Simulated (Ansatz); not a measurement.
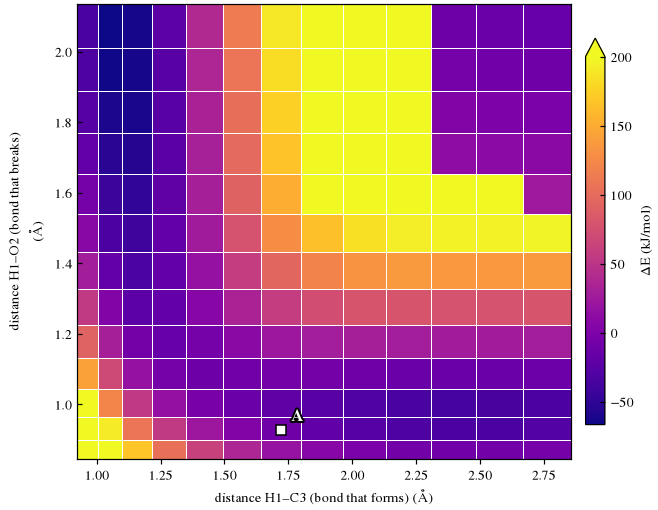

The reacting system CH2NO (fragments H₂O + CN where the first distance is long, CHN + HO where the second is long), spin multiplicity 2. Coordinates scanned: (1) distance H1–C3 (bond that forms); (2) distance H1–O2 (bond that breaks). Relaxed at each point: all other coordinates. Grid: 13 × 13 points. Points are written as (first, second). Energies are in kJ/mol, from a guessed transition structure relaxed with its forming and breaking bonds held. Energies and slopes of some neighbouring points disagree (a jump in structure or state, or too coarse a mesh). Theory: Ansatz, UKS B3LYP-D4/def2-SVP.

The picture shows one coloured cell a grid point, one colour for all values above the top of the scale, the point A.

> Is A at rest? If not, where is it pushed?

A, at (1.720 Å, 0.927 Å), is not a stationary point. The computed force is 70 kJ/mol for each Å towards larger values of the first coordinate and 330 kJ/mol for each Å towards larger values of the second coordinate.
